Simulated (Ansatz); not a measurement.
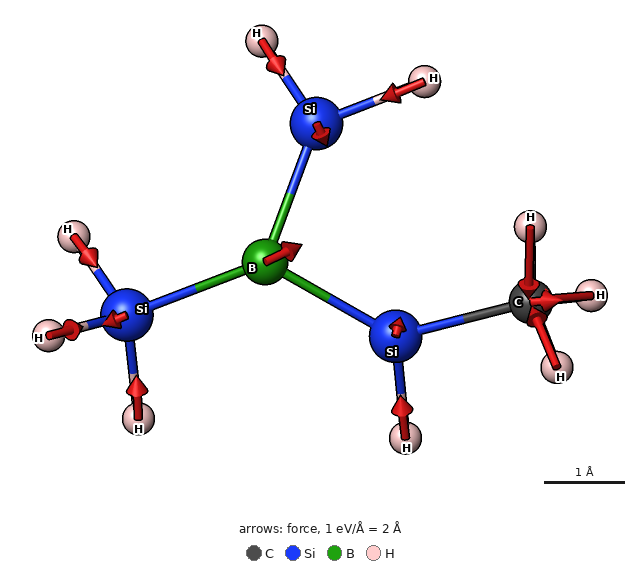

Starting geometry of CH9BSi3 with the computed forces as red arrows. Style: ball-and-stick. Shown from a free direction.

The start comes from PBE-D4/def2-SVP.

Method: RKS PBE0-D4/def2-TZVP (Ansatz).

Input file:
```yaml
crystal:
  periodic: [false, false, false]
  atoms:
    - {symbol: C, position_ang: [-1.752127, 1.714864, 0.970024]}
    - {symbol: Si, position_ang: [-1.125134, 0.220312, 0.005508]}
    - {symbol: Si, position_ang: [1.582834, 0.330136, 0.903836]}
    - {symbol: B, position_ang: [0.610925, -0.175550, -0.626290]}
    - {symbol: Si, position_ang: [1.071325, -1.780339, -1.718859]}
    - {symbol: H, position_ang: [-2.556094, 2.201967, 0.376973]}
    - {symbol: H, position_ang: [-0.956921, 2.461091, 1.157333]}
    - {symbol: H, position_ang: [-2.202363, 1.408768, 1.936853]}
    - {symbol: H, position_ang: [-2.273469, -0.746958, -0.171735]}
    - {symbol: H, position_ang: [1.214800, 1.437689, 1.857331]}
    - {symbol: H, position_ang: [2.757414, -0.423298, 1.475664]}
    - {symbol: H, position_ang: [2.187444, -2.603455, -1.119466]}
    - {symbol: H, position_ang: [1.534671, -1.368180, -3.097440]}
    - {symbol: H, position_ang: [-0.106103, -2.706146, -1.921032]}
basis:
  gaussian: {orbitals: def2-TZVP}
hamiltonian: {xc: pbe0, dispersion: d4}
relax: {f_tol: 0.005, max_steps: 150}
```

Run as
```bash
ansatz run in.yaml --threads 4 --pin off --events-out ev --progress --plain --max-ram 10444MiB
```

> Is this structure relaxed? If not, where do the atoms go?

It isn't relaxed: the largest force vector, on H7, is 0.55 eV/Å. The final displacements have little in common with the starting forces (cosine between the two patterns 0.28). The atom that moves furthest after the best rigid fit is H11 (0.17 Å). Largest moves by element: H 0.17 Å, Si 0.08 Å, B 0.08 Å, C 0.04 Å. Some distances before and after: Si2–H9 1.512 → 1.492 Å, Si3–B4 1.882 → 1.862 Å, C1–Si2 1.886 → 1.866 Å, Si2–B4 1.889 → 1.871 Å. Bond angles that change, for instance: Si2–B4–Si3 98.4° → 93.5°. After 9 geometry steps the energy has fallen by 5.25 kJ/mol. Largest force component: 0.47 eV/Å at the start, 0.0017 eV/Å at the end.
